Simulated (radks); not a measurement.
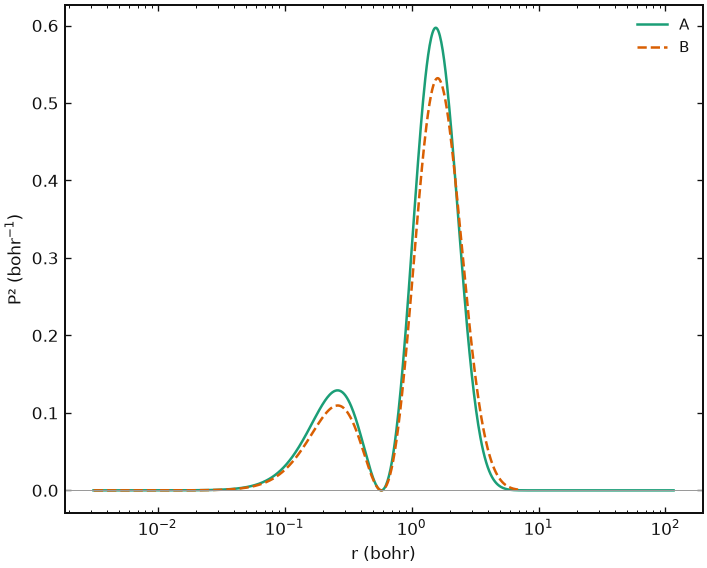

Atomic sulfur (S) was computed in two configurations: [Ne] 3s2 3p3 7p1; [Ne] 3s2 3p4. Theory: scalar-relativistic Kohn-Sham, PBEsol, spin-unpolarised, spherical densities, point nucleus (computed with the in-house radial solver radks).

The plot shows P² of the 3p orbital in both runs (large components where relativistic).

Question: Which curve belongs to which run?

Answer: A is [Ne] 3s2 3p3 7p1 (⟨r⟩ = 1.90 bohr, eigenvalue −15.8 eV); B is [Ne] 3s2 3p4 (⟨r⟩ = 2.07 bohr, eigenvalue −6.98 eV). The orbital is smaller where the other electrons screen the nucleus less.
